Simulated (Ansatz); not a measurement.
# SnH4− (doublet): the correlation ladder, def2-SVPD

How much of the correlation energy of SnH4− (doublet) does each wave-function method recover here?

Method: def2-SVPD, core rule «outside noble gas», up to 9 orbitals frozen; program: Ansatz 0.2.0, Gaussian basis.

Plan: UHF; CCSD(T) on ROHF; CCSD(T) on UHF; BCCD(T) on ROHF; CISD as a restricted active space (open shells left free, so some higher excitations enter); CCSDT(Q) on ROHF; CCSDT(Q) on UHF.

34 further runs of the same task are left out: 10 for a known fault of the program, 9 that didn't finish, 15 set aside as unsound or not needed. Runs told in other sessions of the task aren't counted.

**1. The geometry**

The geometry is a PBE0/def2-TZVPD stationary point (not a proven minimum). No spin-orbit coupling is included. Elements past krypton take def2 core potentials.

5 atoms, charge -1, spin multiplicity 2.

Atoms are counted from 1 here; the program's logs count them from 0.

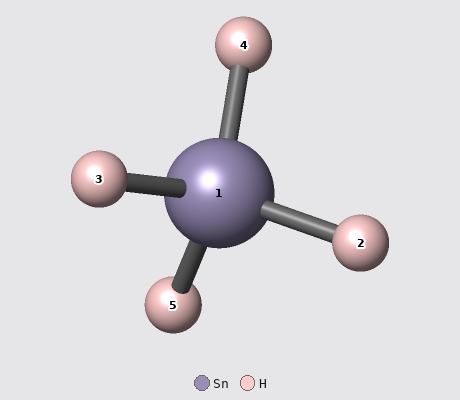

The geometry (tin purple, hydrogen pink); atoms are numbered from 1 in the order of the file.

In the tables R marks a restricted open-shell determinant and U an unrestricted one; energies count from the table's Hartree-Fock row.

**2. UHF**

Input file in.yaml:

```yaml
crystal:
  periodic: [false, false, false]
  atoms:
    - {symbol: Sn, position_ang: [0.000000, 0.000000, 0.000000]}
    - {symbol: H, position_ang: [1.011902, 1.015702, 1.012898]}
    - {symbol: H, position_ang: [-1.014802, -1.011602, 1.014099]}
    - {symbol: H, position_ang: [-1.012200, 1.011298, -1.016999]}
    - {symbol: H, position_ang: [1.015100, -1.015398, -1.009999]}
basis:
  gaussian: {orbitals: def2-SVPD}
total_charge: -1
magnetization: {spin_polarized: true, initial_magnetization: 1}
hamiltonian: {xc: hf}
output: {orbitals: {seedname: orbitals}}
```

Launch:

```
$ ansatz run in.yaml --threads 1 --pin off --events-out ev --progress --plain --max-ram 2393MiB
```

Log:

```text
Functional definition: HF
  name "HF"
  cite "Fock, Z. Phys. 61, 126 (1930) doi:10.1007/BF01340294"
  parent pbe
  exchange = exact_x
  correlation = 0
742 factors; integrals over basis functions are off by at most 2.6e-4 eV
mean field evaluation 1: about -5864.8867 eV, gradient 1.1e1 eV
mean field evaluation 2: about -5864.9167 eV, gradient 1.1e1 eV
mean field evaluation 4: about -5865.9464 eV, gradient 1.1e0 eV
mean field evaluation 8: about -5865.9784 eV, gradient 6.3e-2 eV
mean field evaluation 16: about -5865.5485 eV, gradient 1.4e0 eV
mean field evaluation 32: about -5864.8410 eV, gradient 8.2e-2 eV
a density is far from that of the atoms, so the factors are made again for it
744 factors; integrals over basis functions are off by at most 2.6e-4 eV
mean field -5865.97871200 eV, -215.5707415627 hartree, gradient 1.8e-5 eV, S^2 0.752109; 0 other end points of the search recorded, 0 dependent functions left out
reference -5865.97871200 eV, -215.5707415627 hartree; 14, 13 occupied and 50, 51 virtual orbitals, 744 factors
Total energy: -5865.97871200 eV, -215.5707415627 hartree
```

Run time: 1.5 s. Hardware: 1 thread of Arm Neoverse V1, shared host.

From the report: ⟨S²⟩ of the determinant 0.752 (pure doublet: 0.75).

**3. CCSD(T) on ROHF**

in.yaml, as its differences from that of step 2:

```diff
@@ -11,4 +11,4 @@
 total_charge: -1
-magnetization: {spin_polarized: true, initial_magnetization: 1}
-hamiltonian: {xc: hf}
-output: {orbitals: {seedname: orbitals}}
+magnetization: {spin_polarized: false, initial_magnetization: 1}
+correlation: {method: ccsd_t, electrons: outside_noble_gas}
+output: {forces: true}
```

Same command.

Log, shortened:

```text
Functional definition: HF
  name "HF"
  cite "Fock, Z. Phys. 61, 126 (1930) doi:10.1007/BF01340294"
  parent pbe
[...]
742 factors; integrals over basis functions are off by at most 2.6e-4 eV
[...]
a density is far from that of the atoms, so the factors are made again for it
744 factors; integrals over basis functions are off by at most 2.6e-4 eV
[...]
mean field -5865.96803493 eV, -215.5703491878 hartree, gradient 6.3e-7 eV, S^2 0.750000; 6 other end points of the search recorded, 0 dependent functions left out
determinant -5865.96803493 eV, -215.5703491878 hartree, with singles and doubles -5870.17317801 eV, -215.7248853455 hartree
determinant -5864.86153836 eV, -215.5296861889 hartree, with singles and doubles -5869.14987919 eV, -215.6872798076 hartree
determinant -5864.79913257 eV, -215.5273928182 hartree, with singles and doubles -5869.14801365 eV, -215.6872112502 hartree
[...]
reference -5865.96803493 eV, -215.5703491878 hartree; 5, 4 occupied and 50, 51 virtual orbitals, 744 factors
second order -3.29452664 eV of doubles, -0.00570962 eV of singles
cycle   1  -4.16441722 eV  change   -1.6e-1 eV  update   2.8e-2
[...]
cycle  11  -4.17941161 eV  change   -9.3e-8 eV  update   5.0e-7
perturbative correction -0.10663848 eV, -0.0039188920 hartree
[...]
Total energy: -5870.25408503 eV, -215.7278586237 hartree
Atom 0 at     0.000000     0.000000     0.000000 Å, force     0.000000     0.000000    -0.000003 eV/Å
Atom 1 at     1.011902     1.015702     1.012898 Å, force     0.033067     0.033191     0.033100 eV/Å
Atom 2 at    -1.014802    -1.011602     1.014099 Å, force    -0.033162    -0.033057     0.033140 eV/Å
Atom 3 at    -1.012200     1.011298    -1.016999 Å, force    -0.033076     0.033047    -0.033233 eV/Å
Atom 4 at     1.015100    -1.015398    -1.009999 Å, force     0.033171    -0.033181    -0.033004 eV/Å
Dipole moment:    -0.000000    -0.000000     0.000000 e Å
```

Wall time 13 s (1 thread of Arm Neoverse V1, shared host); peak memory 0.3 GiB.

From the report: correlation -4.2861 eV; T1 0.023; largest double amplitude 0.03.

**4. CCSD(T) on UHF**

in.yaml, as its differences from that of step 3:

```diff
@@ -11,3 +11,3 @@
 total_charge: -1
-magnetization: {spin_polarized: false, initial_magnetization: 1}
+magnetization: {spin_polarized: true, initial_magnetization: 1}
 correlation: {method: ccsd_t, electrons: outside_noble_gas}
```

Launched as before.

Log, shortened:

```text
Functional definition: HF
  name "HF"
  cite "Fock, Z. Phys. 61, 126 (1930) doi:10.1007/BF01340294"
  parent pbe
[...]
742 factors; integrals over basis functions are off by at most 2.6e-4 eV
[...]
a density is far from that of the atoms, so the factors are made again for it
744 factors; integrals over basis functions are off by at most 2.6e-4 eV
[...]
mean field -5865.97871200 eV, -215.5707415627 hartree, gradient 1.6e-6 eV, S^2 0.752109; 7 other end points of the search recorded, 0 dependent functions left out
determinant -5865.97871200 eV, -215.5707415627 hartree, with singles and doubles -5870.17796311 eV, -215.7250611948 hartree
determinant -5864.91159300 eV, -215.5315256628 hartree, with singles and doubles -5869.15044120 eV, -215.6873004609 hartree
determinant -5864.83641566 eV, -215.5287629467 hartree, with singles and doubles -5869.14549485 eV, -215.6871186860 hartree
[...]
reference -5865.97871200 eV, -215.5707415627 hartree; 5, 4 occupied and 50, 51 virtual orbitals, 744 factors
second order -3.29190500 eV of doubles, -0.00000000 eV of singles
cycle   1  -4.16047398 eV  change   -1.6e-1 eV  update   1.9e-2
[...]
cycle  13  -4.16922179 eV  change    9.6e-8 eV  update   3.1e-7
perturbative correction -0.10640682 eV, -0.0039103786 hartree
[...]
Total energy: -5870.25434061 eV, -215.7278680162 hartree
Atom 0 at     0.000000     0.000000     0.000000 Å, force     0.000000     0.000000    -0.000003 eV/Å
Atom 1 at     1.011902     1.015702     1.012898 Å, force     0.033409     0.033535     0.033443 eV/Å
Atom 2 at    -1.014802    -1.011602     1.014099 Å, force    -0.033505    -0.033399     0.033482 eV/Å
Atom 3 at    -1.012200     1.011298    -1.016999 Å, force    -0.033418     0.033388    -0.033576 eV/Å
Atom 4 at     1.015100    -1.015398    -1.009999 Å, force     0.033514    -0.033524    -0.033345 eV/Å
Dipole moment:    -0.000000     0.000000     0.000000 e Å
```

It took 14 s on 1 thread of Arm Neoverse V1, shared host; peak memory 0.3 GiB.

From the report: ⟨S²⟩ of the determinant 0.752 (pure doublet: 0.75); correlation -4.2756 eV; T1 0.022; largest double amplitude 0.03.

**5. BCCD(T) on ROHF**

in.yaml, as its differences from that of step 4:

```diff
@@ -11,4 +11,3 @@
 total_charge: -1
-magnetization: {spin_polarized: true, initial_magnetization: 1}
-correlation: {method: ccsd_t, electrons: outside_noble_gas}
-output: {forces: true}
+magnetization: {spin_polarized: false, initial_magnetization: 1}
+correlation: {method: bccd_t, electrons: outside_noble_gas}
```

Launched as before.

Log, shortened:

```text
Functional definition: HF
  name "HF"
  cite "Fock, Z. Phys. 61, 126 (1930) doi:10.1007/BF01340294"
  parent pbe
[...]
742 factors; integrals over basis functions are off by at most 2.6e-4 eV
[...]
a density is far from that of the atoms, so the factors are made again for it
744 factors; integrals over basis functions are off by at most 2.6e-4 eV
[...]
mean field -5865.96803493 eV, -215.5703491878 hartree, gradient 6.3e-7 eV, S^2 0.750000; 6 other end points of the search recorded, 0 dependent functions left out
determinant -5865.96803493 eV, -215.5703491878 hartree, with singles and doubles -5870.17317801 eV, -215.7248853455 hartree
determinant -5864.86153836 eV, -215.5296861889 hartree, with singles and doubles -5869.14987919 eV, -215.6872798076 hartree
determinant -5864.79913257 eV, -215.5273928182 hartree, with singles and doubles -5869.14801365 eV, -215.6872112502 hartree
determinant -5863.85894662 eV, -215.4928416219 hartree, with singles and doubles -5868.02560920 eV, -215.6459636475 hartree
9 core orbitals not correlated: weight in the atoms' cores, before any rotation towards them, 0.999 or more for the frozen orbitals, at most 0.001 for the correlated occupied ones
reference -5865.96803493 eV, -215.5703491878 hartree; 5, 4 occupied and 50, 51 virtual orbitals, 744 factors
second order -3.29452664 eV of doubles, -0.00570962 eV of singles
cycle   1  -4.16737041 eV  change   -1.6e-1 eV  update   2.9e-2
[...]
cycle   9  -4.17539189 eV  change    4.4e-7 eV  update   3.5e-6
perturbative correction -0.11164416 eV, -0.0041028471 hartree
Total energy: -5870.25507098 eV, -215.7278948568 hartree
```

Wall time 7.5 s (1 thread of Arm Neoverse V1, shared host); peak memory 0.26 GiB.

From the report: correlation -4.2870 eV; largest double amplitude 0.03.

**6. CISD as a restricted active space (open shells left free, so some higher excitations enter)**

in.yaml, as its differences from that of step 5:

```diff
@@ -12,2 +12,2 @@
 magnetization: {spin_polarized: false, initial_magnetization: 1}
-correlation: {method: bccd_t, electrons: outside_noble_gas}
+correlation: {active_space: {ras: {orbitals: [4, 1, 50], electrons: 9, max_holes: 2, max_particles: 2}, fixed_orbitals: true}}
```

Launched as before.

Log:

```text
Functional definition: HF
  name "HF"
  cite "Fock, Z. Phys. 61, 126 (1930) doi:10.1007/BF01340294"
  parent pbe
  exchange = exact_x
  correlation = 0
742 factors; integrals over basis functions are off by at most 2.6e-4 eV
mean field evaluation 1: about -5864.8746 eV, gradient 1.5e1 eV
mean field evaluation 2: about -5864.9109 eV, gradient 1.5e1 eV
mean field evaluation 4: about -5865.9500 eV, gradient 1.3e0 eV
mean field evaluation 8: about -5865.9680 eV, gradient 2.1e-2 eV
mean field evaluation 16: about -5865.8729 eV, gradient 1.1e0 eV
a density is far from that of the atoms, so the factors are made again for it
744 factors; integrals over basis functions are off by at most 2.6e-4 eV
mean field evaluation 32: about -5865.9500 eV, gradient 1.3e0 eV
mean field -5865.96803493 eV, -215.5703491878 hartree, gradient 6.3e-7 eV, S^2 0.750000; 3 other end points of the search recorded, 0 dependent functions left out
reference -5865.96803493 eV, -215.5703491878 hartree; 14, 13 occupied and 50, 51 virtual orbitals, 744 factors
state -5869.87706159 eV, -215.7140032679 hartree
Total energy: -5869.87706159 eV, -215.7140032679 hartree
```

It took 4.2 s on 1 thread of Arm Neoverse V1, shared host.

From the report: 27,395 determinants.

**7. CCSDT(Q) on ROHF**

in.yaml, as its differences from that of step 6:

```diff
@@ -12,2 +12,2 @@
 magnetization: {spin_polarized: false, initial_magnetization: 1}
-correlation: {active_space: {ras: {orbitals: [4, 1, 50], electrons: 9, max_holes: 2, max_particles: 2}, fixed_orbitals: true}}
+correlation: {method: ccsdt_q, electrons: outside_noble_gas}
```

Launched as before.

Log, shortened:

```text
Functional definition: HF
  name "HF"
  cite "Fock, Z. Phys. 61, 126 (1930) doi:10.1007/BF01340294"
  parent pbe
[...]
1286 factors; integrals over basis functions are off by at most 8.6e-8 eV
[...]
a density is far from that of the atoms, so the factors are made again for it
1315 factors; integrals over basis functions are off by at most 8.6e-8 eV
[...]
mean field -5865.96810974 eV, -215.5703519368 hartree, gradient 8.4e-6 eV, S^2 0.750000; 6 other end points of the search recorded, 0 dependent functions left out
determinant -5865.96810974 eV, -215.5703519368 hartree, with singles and doubles -5870.17319146 eV, -215.7248858397 hartree
determinant -5864.86161510 eV, -215.5296890089 hartree, with singles and doubles -5869.14992355 eV, -215.6872814379 hartree
determinant -5863.85902145 eV, -215.4928443718 hartree, with singles and doubles -5868.02672953 eV, -215.6460048190 hartree
9 core orbitals not correlated: weight in the atoms' cores, before any rotation towards them, 0.999 or more for the frozen orbitals, at most 0.001 for the correlated occupied ones
reference -5865.96810974 eV, -215.5703519368 hartree; 5, 4 occupied and 50, 51 virtual orbitals, 1315 factors
second order -3.29453895 eV of doubles, -0.00570964 eV of singles
cycle   1  -3.92062823 eV  change   -6.2e-1 eV  update   7.8e-2
[...]
cycle  14  -4.31148253 eV  change    5.8e-7 eV  update   3.3e-7
perturbative correction -0.00323829 eV, -0.0001190048 hartree
Total energy: -5870.28283055 eV, -215.7289150022 hartree
```

Run time: 73 s. Hardware: 1 thread of Arm Neoverse V1, shared host; peak memory 0.81 GiB.

From the report: correlation -4.3147 eV; T1 0.025; largest double amplitude 0.03.

**8. CCSDT(Q) on UHF**

in.yaml, as its differences from that of step 7:

```diff
@@ -11,3 +11,3 @@
 total_charge: -1
-magnetization: {spin_polarized: false, initial_magnetization: 1}
+magnetization: {spin_polarized: true, initial_magnetization: 1}
 correlation: {method: ccsdt_q, electrons: outside_noble_gas}
```

The command is unchanged.

Log, shortened:

```text
Functional definition: HF
  name "HF"
  cite "Fock, Z. Phys. 61, 126 (1930) doi:10.1007/BF01340294"
  parent pbe
[...]
1286 factors; integrals over basis functions are off by at most 8.6e-8 eV
[...]
a density is far from that of the atoms, so the factors are made again for it
1315 factors; integrals over basis functions are off by at most 8.6e-8 eV
[...]
mean field -5865.97878687 eV, -215.5707443144 hartree, gradient 1.8e-6 eV, S^2 0.752109; 7 other end points of the search recorded, 0 dependent functions left out
determinant -5865.97878687 eV, -215.5707443144 hartree, with singles and doubles -5870.17814275 eV, -215.7250677965 hartree
determinant -5864.91166983 eV, -215.5315284863 hartree, with singles and doubles -5869.15101539 eV, -215.6873215622 hartree
determinant -5863.87807698 eV, -215.4935446499 hartree, with singles and doubles -5868.02619343 eV, -215.6459851175 hartree
determinant -5862.92288498 eV, -215.4584419911 hartree, with singles and doubles -5867.42280725 eV, -215.6238110843 hartree
9 core orbitals not correlated: weight in the atoms' cores, before any rotation towards them, 0.999 or more for the frozen orbitals, at most 0.001 for the correlated occupied ones
reference -5865.97878687 eV, -215.5707443144 hartree; 5, 4 occupied and 50, 51 virtual orbitals, 1315 factors
second order -3.29191676 eV of doubles, -0.00000000 eV of singles
cycle   1  -3.91202272 eV  change   -6.2e-1 eV  update   7.7e-2
[...]
cycle  15  -4.30101178 eV  change    3.9e-7 eV  update   1.2e-7
perturbative correction -0.00342967 eV, -0.0001260381 hartree
Total energy: -5870.28322832 eV, -215.7289296200 hartree
```

Run time: 68 s. Hardware: 1 thread of Arm Neoverse V1, shared host; peak memory 0.69 GiB.

From the report: ⟨S²⟩ of the determinant 0.752 (pure doublet: 0.75); correlation -4.3044 eV; T1 0.023; largest double amplitude 0.03.

**9. All levels against the top one**

The yardstick is UCCSDT(Q), where the cluster series has nearly closed. Rows without a time are mean-field rows or come out of runs for another level: lower rungs of the coupled-cluster runs, or the Hartree-Fock search. The times of RCCSD(T), UCCSD(T) include forces.

Differences are taken before rounding.

| method | energy from the lowest ROHF (kJ/mol) | from UCCSDT(Q) (kJ/mol) | time |
| --- | --- | --- | --- |
| ROHF | 0.0 | +416.4 |  |
| UHF | -1.0 | +415.3 |  |
| RMP2 | -318.4 | +97.9 |  |
| UMP2 | -318.7 | +97.7 |  |
| CISD | -377.2 | +39.2 | 4.2 s |
| RCCSD | -403.3 | +13.1 |  |
| UCCSD | -403.3 | +13.1 |  |
| RCCSD(T) | -413.5 | +2.8 | 13 s |
| UCCSD(T) | -413.6 | +2.8 | 14 s |
| BCCD(T) | -413.6 | +2.7 | 7.5 s |
| RCCSDT | -416.0 | +0.4 |  |
| UCCSDT | -416.0 | +0.3 |  |
| RCCSDT(Q) | -416.3 | 0.0 | 73 s |
| UCCSDT(Q) | -416.4 | 0 | 68 s |

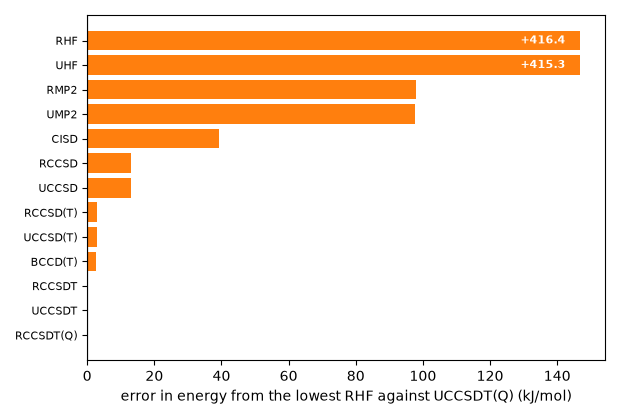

Error of each method against UCCSDT(Q). Bars with a number in them are cut short.

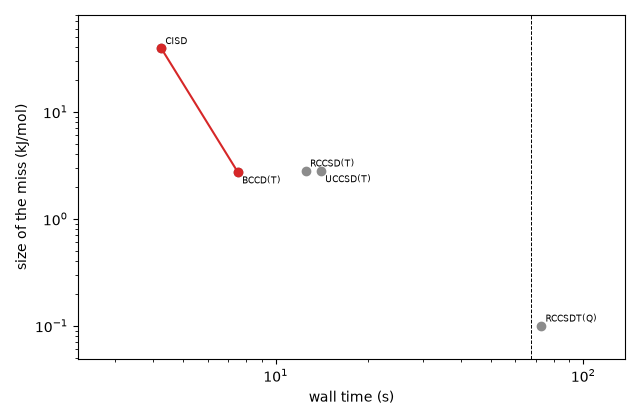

Accuracy for the time spent; red marks the levels that beat every quicker one drawn (of those quicker than the yardstick), and the dashed line is the time of UCCSDT(Q). Misses under 0.1 kJ/mol are drawn at that value. Times are from a shared host.

**10. Summary of results**

```
                         quantity                                                   value
    UCCSDT(Q) from the ROHF energy                                              -4.3152 eV
              RMP2 from UCCSDT(Q)                                            +97.9 kJ/mol
              UMP2 from UCCSDT(Q)                                            +97.7 kJ/mol
             RCCSD from UCCSDT(Q)                                            +13.1 kJ/mol
          RCCSD(T) from UCCSDT(Q)                                             +2.8 kJ/mol
          UCCSD(T) from UCCSDT(Q)                                             +2.8 kJ/mol
         RCCSDT(Q) from UCCSDT(Q)                                              0.0 kJ/mol
levels within 1 kcal/mol (43 meV)  RCCSD(T), UCCSD(T), BCCD(T), RCCSDT, UCCSDT, RCCSDT(Q)
                    T1 diagnostic                                                   0.023
```

In words: RCCSD(T) lands +2.8 kJ/mol from the yardstick (0.7 % of the correlation energy). These misses are within one basis, not against nature; the frozen cores of restricted and unrestricted runs differ, which can shift their rows. The highest orbital lies above zero: the basis alone holds the extra electron.

With open shells the CI space here admits some higher excitations, so it is larger than plain CISD.

For cost: BCCD(T) gets within 2.7 kJ/mol in 7.5 s, where UCCSDT(Q) took 68 s; the quickest level in the cost chart, CISD, takes 4.2 s and misses by 39.2 kJ/mol.
